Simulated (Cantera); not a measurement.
Input: 1 mol MgSO₄, 3.4 mol H₂, 1.6 mol H₂O, held at 98.0 Pa.

Equilibrium computed with Cantera from the NASA thermochemical tables; the gas is ideal and each condensed phase is pure. Candidate condensed phases: H₂O, H₂SO₄, Mg, MgO, Mg(OH)₂, MgS, MgSO₄, S; 26 gas species. Gases not in the tables: S₃ to S₇. The numbers say what is thermodynamically allowed, not how fast it happens.

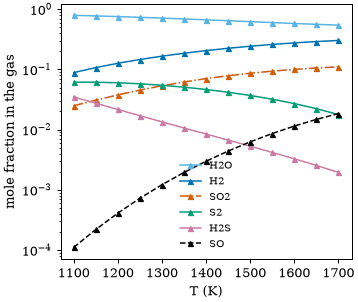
Equilibrium gas composition (values under 1e-9 drawn at 1e-9)

From 1100 K to 1700 K the condensed part is MgO(s).
